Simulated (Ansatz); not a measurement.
# HSE06/aug-cc-pVDZ run of BClF2 (SMILES FB(F)Cl)

What is the electronic atomisation energy of BClF2 at HSE06/aug-cc-pVDZ? 

Program for the calculation: Ansatz 0.2.0.

57 further runs of the same task are left out: 57 set aside as unsound or not needed.

### Step 1. The molecule

BClF2 has 4 atoms, charge 0, and is taken as a singlet. As SMILES, `FB(F)Cl`. The shape is that of a PBE0-D4/def2-TZVP optimisation.

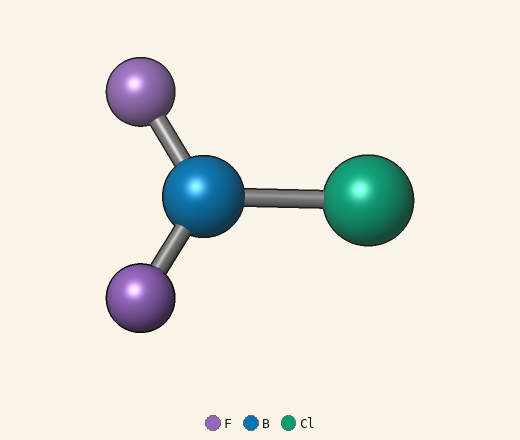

Viewed from a chosen angle; fluorine purple, boron blue, chlorine teal.

### Step 2. A single-point energy at HSE06/aug-cc-pVDZ

File in.yaml:

```yaml
crystal:
  periodic: [false, false, false]
  atoms:
    - {symbol: F, position_ang: [-0.173700, -1.254300, -0.546300]}
    - {symbol: B, position_ang: [-0.067100, -0.041300, -0.062000]}
    - {symbol: F, position_ang: [-1.011600, 0.830100, -0.317700]}
    - {symbol: Cl, position_ang: [1.307900, 0.405300, 0.905700]}
basis:
  gaussian: {orbitals: aug-cc-pVDZ}
output: {orbitals: {seedname: orbitals}}
accuracy: high
hamiltonian: {xc: hse06}
```

The run is started by

```sh
$ ansatz run in.yaml --threads 1 --pin off --max-ram 3480MiB --events-out events.jsonl --progress --plain --runs-dir runs
```

The log of the run:

```text
Warning: RAYON_NUM_THREADS=1 ignored (pool sized by the plan → 1); use --threads N
Functional definition: HSE06
  name "HSE06"
  parameter a = 0.25
  parameter omega = 0.11/bohr
  exchange = pbe_x - a*pbe_x_sr(omega) + a*exact_x_sr(omega)
  correlation = pbe_c
1877 factors; integrals over basis functions are off by at most 2.9e-9 eV
125 factors; integrals over basis functions are off by at most 1.6e-9 eV
mean field evaluation 1: about -18625.0448 eV, gradient 3.7e1 eV
mean field evaluation 2: about -18622.7994 eV, gradient 5.4e1 eV
mean field evaluation 4: about -18627.0396 eV, gradient 4.7e-1 eV
mean field evaluation 8: about -18627.1513 eV, gradient 1.2e-1 eV
mean field evaluation 16: about -18627.1514 eV, gradient 1.5e-6 eV
mean field -18627.15135594 eV, -684.5351863941 hartree, gradient 7.3e-8 eV, S^2 0.000000; 0 other end points of the search recorded, 0 dependent functions left out
reference -18627.15136124 eV, -684.5351865889 hartree; 20, 20 occupied and 76, 76 virtual orbitals, 1877 factors
Total energy: -18627.15136124 eV, -684.5351865889 hartree
```

Wall time 6.9 s (1 thread of Arm Neoverse V1, shared host); peak memory 0.3 GiB.

### Step 3. The B atom, same level

File input.yaml:

```yaml
crystal:
  periodic: [false, false, false]
  atoms:
    - symbol: B
      position_ang: [0.000000, 0.000000, 0.000000]
basis:
  gaussian: {orbitals: aug-cc-pVDZ}
accuracy: high
magnetization: {spin_polarized: true, initial_magnetization: 1}
hamiltonian: {xc: hse06}
```

Run the same way, it converges to -24.61454 Eh (log not shown).

### Step 4. The Cl atom, same level

File input.yaml:

```yaml
basis:
  gaussian: {orbitals: aug-cc-pVDZ}
crystal:
  periodic: [false, false, false]
  atoms:
    - {symbol: Cl, position_ang: [0.000000, 0.000000, 0.000000]}
hamiltonian: {xc: hse06}
accuracy: high
magnetization: {spin_polarized: true, initial_magnetization: 1}
```

Run the same way, it converges to -459.98470 Eh (log not shown).

### Step 5. The F atom

File run.yaml:

```yaml
crystal:
  periodic: [false, false, false]
  atoms:
    - {symbol: F, position_ang: [0.000000, 0.000000, 0.000000]}
basis:
  gaussian: {orbitals: aug-cc-pVDZ}
magnetization: {spin_polarized: true, initial_magnetization: 1}
hamiltonian: {xc: {name: HSE06}}
accuracy: high
```

Run the same way, it converges to -99.64249 Eh (log not shown).

### Step 6. What came out

Level: HSE06/aug-cc-pVDZ.

| quantity | value |
| --- | --- |
| molecule: total energy | -684.53519 Eh |
| molecule: HOMO energy | -9.54 eV |
| molecule: LUMO energy | -0.71 eV |
| molecule: HOMO–LUMO gap | 8.83 eV |
| B atom: total energy | -24.61454 Eh |
| B atom: ⟨S²⟩ | 0.754 |
| Cl atom: total energy | -459.98470 Eh |
| Cl atom: ⟨S²⟩ | 0.753 |
| F atom: total energy | -99.64249 Eh |
| F atom: ⟨S²⟩ | 0.752 |
| electronic atomisation energy | 17.714 eV |

**Reading.** Taking the molecule apart into free atoms costs 17.71 eV (1709 kJ/mol), before zero-point energy and without spin-orbit coupling.
